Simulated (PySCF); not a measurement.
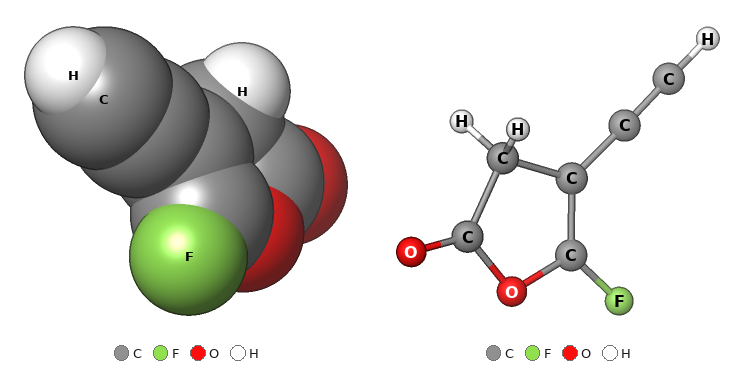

Two views of one molecule.

Computed geometry: GFN2-xTB optimisation. No frequency run is at hand to confirm it as a minimum.

What does the picture show?

It has 12 atoms: 6 carbon, 3 hydrogen, 1 fluorine and 2 oxygen (C₆H₃FO₂). SMILES: `C#CC1=C(F)OC(=O)C1`. Independent rings (smallest set): 1 of 5 members. Among its groups: ester, alkene, alkyne, C–F bond. The point group is Cs. Coordination: 2 C linear; 3 C trigonal planar; 1 O bent; 1 C tetrahedral.

More results for the same structure follow; atom numbers are the same in all pictures, views and colours differ.

## Geometry

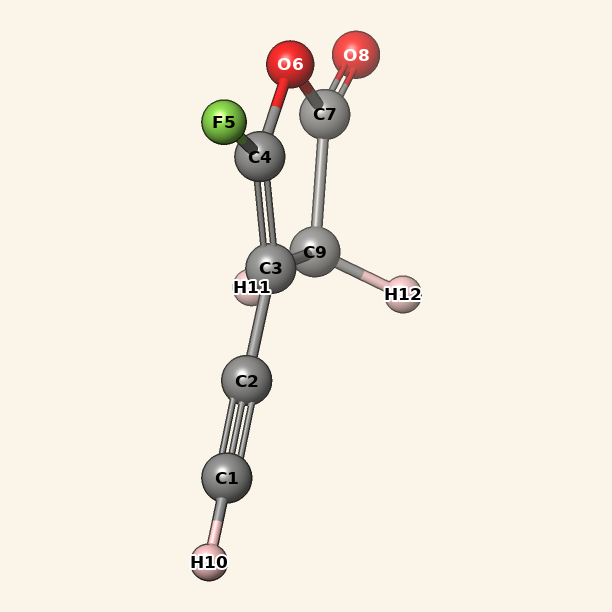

C9 lies behind C3. The molecule seen a little off the C3–C9 bond, C3 in front. Atoms fade into the background with distance from the viewer. No frequency run is at hand to confirm it as a minimum.

Question: What is the torsion angle C4–C3–C9–C7? The sign is positive where the front bond must turn clockwise to cover the back bond.

Answer: 0°, synperiplanar (eclipsed).

## Dipole moment

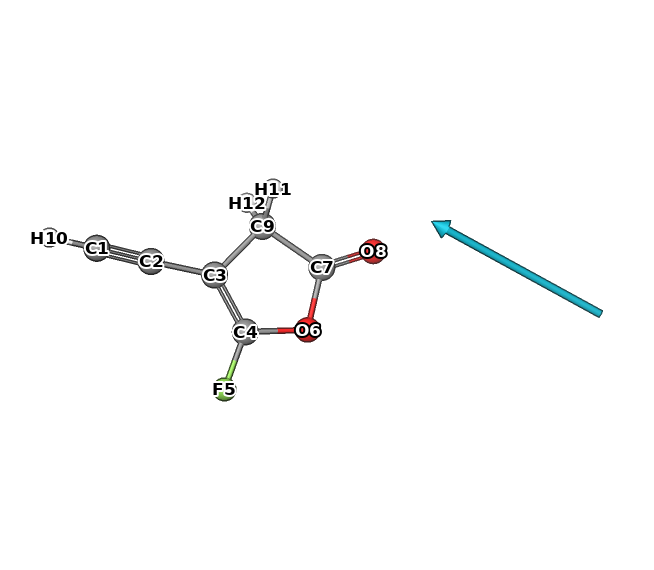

The arrow beside the molecule shows the direction of the dipole moment, from the negative to the positive end (its length means nothing). No frequency run is at hand to confirm it as a minimum. Properties computed with PBE0/pcSseg-1, gas phase (PySCF 2.14.0).

Question: How large is the dipole moment?

Answer: 2.97 D; it points from the side of O8 to the side of H10 (the outermost atoms at the two ends).

## Excitation

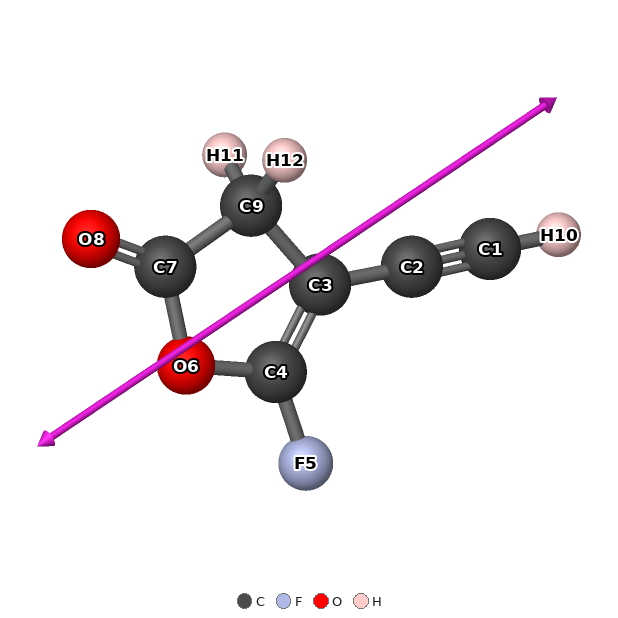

The double arrow shows the direction of the transition dipole to excited singlet state 4 (its length means nothing). No frequency run is at hand to confirm it as a minimum. Level of theory: TDDFT PBE0/def2-SVPD, vertical, gas phase, core orbitals frozen in the response (PySCF 2.14.0).

Question: How is the transition polarised?

Answer: Nearly parallel to the C7–C9 bond.

Question: Where does the transition lie, and how strong is it?

Answer: 5.84 eV (212 nm), oscillator strength 0.16, mainly HOMO → LUMO+1 (weight 0.78); transition dipole 2.66 D.

## NMR shielding

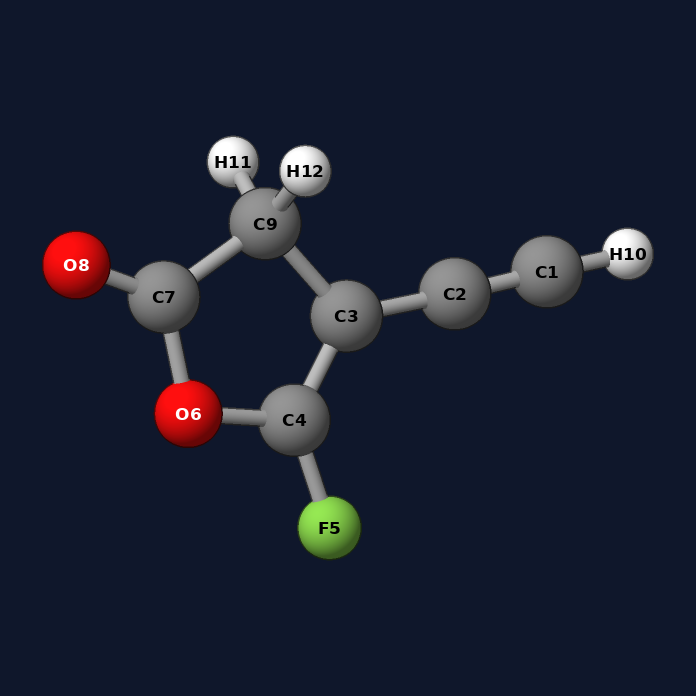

No frequency run is at hand to confirm it as a minimum. Properties computed with GIAO PBE0/pcSseg-1 NMR shielding, non-relativistic, gas phase (PySCF 2.14.0). Principal shieldings σ11 ≤ σ22 ≤ σ33, span Ω = σ33 − σ11, skew κ = 3(σiso − σ22)/Ω.

Question: Which C atom has the most anisotropic shielding?

Answer: C2, with a span of 289 ppm.

Give the shielding tensors of the C atoms.

```
atom    σ11    σ22    σ33   σiso      Ω      κ
  C1   23.9   48.4  207.9   93.4  183.9   0.73
  C2   11.1   22.8  300.4  111.4  289.3   0.92
  C3   49.7  131.1  146.8  109.2   97.1  −0.68
  C4  −86.3   53.0   73.3   13.3  159.6  −0.75
  C7  −97.7   58.3   84.5   15.1  182.2  −0.71
  C9  124.6  138.3  169.8  144.2   45.3   0.39
```

Shieldings and span in ppm.
